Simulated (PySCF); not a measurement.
# Run report: C2H2F4, geometry relaxation

C2H2F4, computed with B3LYP/pcSseg-1 tight geometry optimisation and Hessian, gas phase (PySCF 2.14.0).

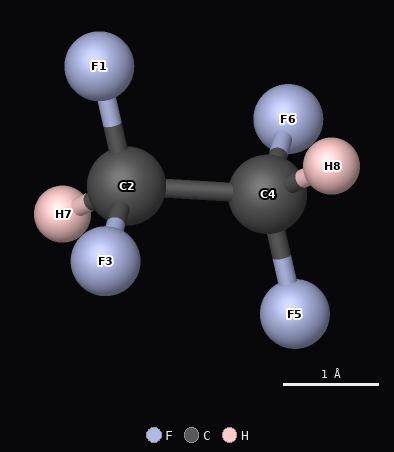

**Figure 1.** The starting structure (ball-and-stick view, seen at a tilt; atoms are numbered from 1 in the order of the input). Bond lengths as drawn: C–C 1.54 Å, C–F 1.35 Å and C–H 1.10 Å.

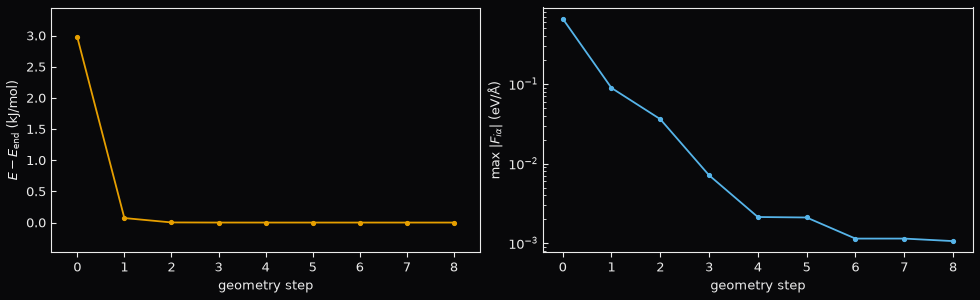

**Figure 2.** Progress of the relaxation, step by step (steps are counted from 0).

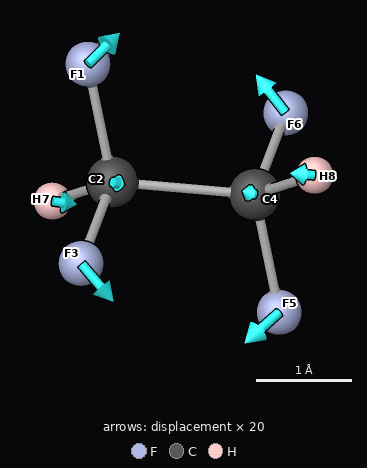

**Figure 3.** The starting structure with the displacements as teal arrows, magnified 20 times (ball-and-stick view, seen at a tilt). The two geometries are laid on each other by the best rigid fit. After 8 geometry steps the energy has fallen by 2.98 kJ/mol. The largest force component goes from 0.67 to 0.0011 eV/Å. The largest moves after the best rigid fit, 0.028 Å, are those of F3 and F5. By element the largest moves are F 0.028 Å, H 0.015 Å, C 0.010 Å. Among the contacts that change: C2–C4 1.541 → 1.524 Å, C2–F3 1.346 → 1.360 Å, C2–H7 1.100 → 1.095 Å. (Atoms are counted from 1 in the order of the input.)

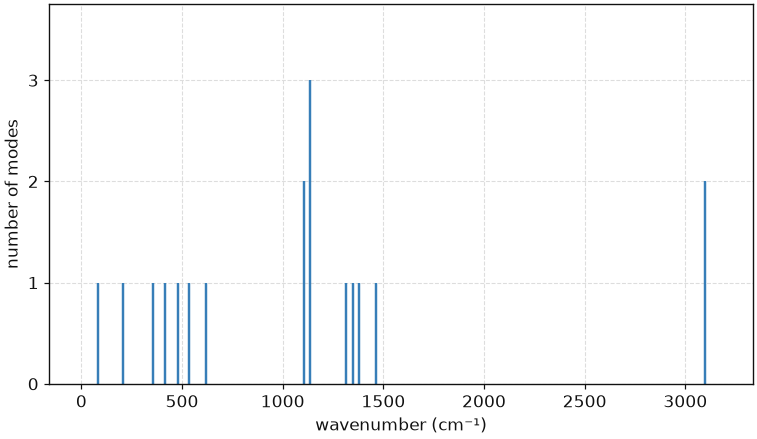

**Figure 4.** Harmonic vibrational wavenumbers from the force constants; neighbouring modes closer than 14 cm⁻¹ are counted in one stick. 18 modes from 82 to 3101 cm⁻¹, none imaginary.

The input and output of the run follow.

Input file:
```
{"job": {"xc": "B3LYP", "basis": "pcSseg-1", "grid": 2, "temperatures": [200, 1000], "kind": "geom"}, "charge": 0, "multiplicity": 1}
F      1.254257     1.239641    -0.092431
C      0.771664    -0.007094     0.061147
F      1.304484    -0.762229    -0.916973
C     -0.762564     0.016081    -0.085853
F     -1.246570    -1.230141     0.067151
F     -1.294195     0.771300     0.892921
H      1.089773    -0.401401     1.037963
H     -1.080622     0.411493    -1.062186
```

The first line tells a small driver script what to run in PySCF; the rest is the geometry in Å.

Launch command:
```bash
OMP_NUM_THREADS=1 python <driver script> task.json out
```

What the program printed:
```
step   0  E = -12972.9312787 eV  max force = 0.66554
step   1  E = -12972.9613680 eV  max force = 0.08940
step   2  E = -12972.9620962 eV  max force = 0.03622
step   3  E = -12972.9621160 eV  max force = 0.00714
step   4  E = -12972.9621171 eV  max force = 0.00213
step   5  E = -12972.9621178 eV  max force = 0.00210
step   6  E = -12972.9621179 eV  max force = 0.00114
step   7  E = -12972.9621179 eV  max force = 0.00114
step   8  E = -12972.9621179 eV  max force = 0.00106
harmonic wavenumbers (cm-1): 82.4 206.2 358.2 414.4 481.5 534.2 619.0 1105.0 1110.1 1129.6 1138.3 1146.5 1315.0 1351.7 1379.9 1461.3 3090.1 3100.6
```

Trajectory as extended XYZ (Å, eV, eV/Å), 9 frames, from step=0 to step=8:
```
8
Properties=species:S:1:pos:R:3:forces:R:3 step=0 energy=-12972.93128
F     1.2543    1.2396   -0.0924    0.0220   0.6655   0.0461
C     0.7717   -0.0071    0.0611   -0.3650  -0.2165   0.5024
F     1.3045   -0.7622   -0.9170    0.0449  -0.5027  -0.4313
C    -0.7626    0.0161   -0.0859    0.3640   0.2182  -0.5005
F    -1.2466   -1.2301    0.0672   -0.0186  -0.6652  -0.0467
F    -1.2942    0.7713    0.8929   -0.0471   0.5018   0.4320
H     1.0898   -0.4014    1.0380   -0.1266   0.0291  -0.0796
H    -1.0806    0.4115   -1.0622    0.1264  -0.0302   0.0775
8
Properties=species:S:1:pos:R:3:forces:R:3 step=1 energy=-12972.96137
F     1.2333    1.2607   -0.0831    0.0117  -0.0882  -0.0168
C     0.7634   -0.0084    0.0647   -0.0766   0.0220  -0.0599
F     1.2826   -0.7845   -0.9258    0.0077   0.0736   0.0515
C    -0.7543    0.0180   -0.0892    0.0770  -0.0250   0.0587
F    -1.2237   -1.2514    0.0581   -0.0129   0.0894   0.0173
F    -1.2740    0.7936    0.9015   -0.0068  -0.0725  -0.0511
H     1.0731   -0.4020    1.0378    0.0286  -0.0046   0.0151
H    -1.0641    0.4116   -1.0622   -0.0286   0.0053  -0.0148
8
Properties=species:S:1:pos:R:3:forces:R:3 step=2 energy=-12972.96210
F     1.2356    1.2579   -0.0838   -0.0076  -0.0091  -0.0002
C     0.7623   -0.0085    0.0646    0.0361   0.0027  -0.0027
F     1.2856   -0.7806   -0.9252   -0.0090   0.0032   0.0066
C    -0.7532    0.0178   -0.0892   -0.0362  -0.0006   0.0036
F    -1.2269   -1.2483    0.0604    0.0082   0.0080  -0.0003
F    -1.2762    0.7909    0.9000    0.0085  -0.0042  -0.0070
H     1.0751   -0.4025    1.0375   -0.0055   0.0011  -0.0016
H    -1.0660    0.4110   -1.0625    0.0056  -0.0012   0.0016
8
Properties=species:S:1:pos:R:3:forces:R:3 step=3 energy=-12972.96212
F     1.2357    1.2576   -0.0854    0.0014   0.0030  -0.0003
C     0.7628   -0.0083    0.0646   -0.0070  -0.0013  -0.0008
F     1.2850   -0.7816   -0.9243    0.0014  -0.0027  -0.0009
C    -0.7537    0.0179   -0.0891    0.0071  -0.0009  -0.0002
F    -1.2263   -1.2484    0.0591   -0.0020  -0.0018   0.0009
F    -1.2762    0.7897    0.9009   -0.0010   0.0039   0.0014
H     1.0747   -0.4014    1.0381    0.0007   0.0003   0.0005
H    -1.0657    0.4122   -1.0621   -0.0007  -0.0004  -0.0005
8
Properties=species:S:1:pos:R:3:forces:R:3 step=4 energy=-12972.96212
F     1.2354    1.2579   -0.0836    0.0010  -0.0006  -0.0015
C     0.7627   -0.0085    0.0645   -0.0021   0.0006   0.0009
F     1.2853   -0.7804   -0.9254   -0.0001  -0.0017  -0.0001
C    -0.7536    0.0178   -0.0891    0.0020   0.0014   0.0001
F    -1.2266   -1.2483    0.0607   -0.0005  -0.0006   0.0009
F    -1.2760    0.7911    0.8998   -0.0003   0.0006  -0.0003
H     1.0748   -0.4028    1.0375    0.0003   0.0006   0.0002
H    -1.0657    0.4108   -1.0626   -0.0003  -0.0004  -0.0001
8
Properties=species:S:1:pos:R:3:forces:R:3 step=5 energy=-12972.96212
F     1.2355    1.2578   -0.0846   -0.0001  -0.0010  -0.0011
C     0.7626   -0.0084    0.0645    0.0021  -0.0003   0.0001
F     1.2851   -0.7811   -0.9248   -0.0007  -0.0004   0.0008
C    -0.7536    0.0178   -0.0891   -0.0021   0.0001  -0.0002
F    -1.2264   -1.2484    0.0597    0.0000   0.0011   0.0012
F    -1.2761    0.7904    0.9004    0.0008   0.0005  -0.0008
H     1.0748   -0.4020    1.0378   -0.0002   0.0005   0.0001
H    -1.0657    0.4116   -1.0623    0.0002  -0.0006  -0.0001
8
Properties=species:S:1:pos:R:3:forces:R:3 step=6 energy=-12972.96212
F     1.2355    1.2578   -0.0845    0.0004  -0.0003  -0.0010
C     0.7627   -0.0084    0.0645   -0.0003  -0.0001  -0.0002
F     1.2852   -0.7810   -0.9249   -0.0003  -0.0011   0.0004
C    -0.7536    0.0178   -0.0891    0.0003   0.0001   0.0002
F    -1.2264   -1.2484    0.0599   -0.0004   0.0003   0.0010
F    -1.2761    0.7904    0.9003    0.0003   0.0011  -0.0004
H     1.0748   -0.4021    1.0378    0.0000   0.0005   0.0002
H    -1.0657    0.4115   -1.0623    0.0000  -0.0005  -0.0002
8
Properties=species:S:1:pos:R:3:forces:R:3 step=7 energy=-12972.96212
F     1.2355    1.2578   -0.0845    0.0004  -0.0003  -0.0010
C     0.7627   -0.0084    0.0645   -0.0003  -0.0001  -0.0002
F     1.2852   -0.7810   -0.9249   -0.0003  -0.0011   0.0004
C    -0.7536    0.0178   -0.0891    0.0003   0.0001   0.0002
F    -1.2264   -1.2484    0.0599   -0.0004   0.0003   0.0010
F    -1.2761    0.7904    0.9003    0.0003   0.0011  -0.0004
H     1.0748   -0.4021    1.0378    0.0000   0.0005   0.0002
H    -1.0657    0.4115   -1.0623    0.0000  -0.0005  -0.0002
8
Properties=species:S:1:pos:R:3:forces:R:3 step=8 energy=-12972.96212
F     1.2355    1.2578   -0.0844    0.0003  -0.0004  -0.0011
C     0.7627   -0.0084    0.0645    0.0000  -0.0001  -0.0001
F     1.2852   -0.7810   -0.9249   -0.0003  -0.0010   0.0004
C    -0.7536    0.0178   -0.0891    0.0000   0.0001   0.0001
F    -1.2265   -1.2484    0.0599   -0.0003   0.0004   0.0011
F    -1.2761    0.7904    0.9003    0.0003   0.0010  -0.0004
H     1.0748   -0.4021    1.0378    0.0000   0.0005   0.0002
H    -1.0657    0.4115   -1.0624    0.0000  -0.0005  -0.0002
```

Key numbers:

| quantity | value |
| --- | --- |
| outcome | converged |
| wavenumbers, lowest and highest | 82 and 3101 cm⁻¹ |
| hardware | 1 CPU thread, shared host |
| wall time | 5.6 min |
| peak memory | 0.61 GiB |
